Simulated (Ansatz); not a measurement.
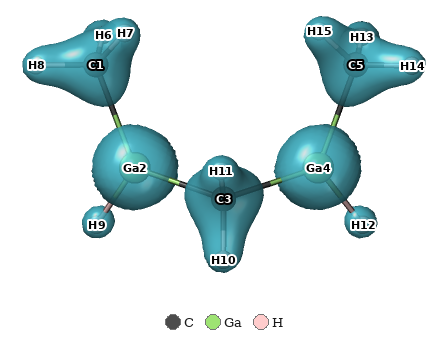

C3H10Ga2 (SMILES [CH3][GaH][CH2][GaH][CH3]). Isosurface of the total electron density at 1 e/Å³ (cyan), seen across its widest extent.

Geometry: PBE0-D4/def2-TZVP.

Computed with RKS PBE0-D4/def2-TZVPP in Ansatz 0.2.0.

```xyz
15

C    -2.4403   -0.0031   -0.6565
Ga   -0.9901   -1.3232   -0.8504
C     0.4544   -1.4015    0.4749
Ga    1.8462   -0.0511    0.1770
C     1.5808    1.7994    0.8003
H    -2.3907    0.7232   -1.4737
H    -2.3842    0.5402    0.2878
H    -3.4180   -0.4869   -0.7251
H    -0.9580   -2.2867   -2.0986
H     0.9036   -2.3969    0.4682
H     0.0046   -1.1861    1.4502
H     3.1599   -0.4424   -0.6032
H     1.6314    2.4925   -0.0445
H     2.3784    2.0874    1.4909
H     0.6219    1.9353    1.3028
```

Which contacts does the surface bridge?

Answer. At this value the surface falls into seven separate pieces. It bridges the sampled C–H (1.09 Å) contacts, where the density stays above the isovalue. It is pinched off along the sampled C–Ga (1.96 Å) and Ga–H (1.58 Å) contacts. On the grid the lowest density along these lines, outside the cores, is 0.75 e/Å³ (C–Ga, 1.96 Å), 1.9 e/Å³ (C–H, 1.09 Å) and 0.76 e/Å³ (Ga–H, 1.58 Å).
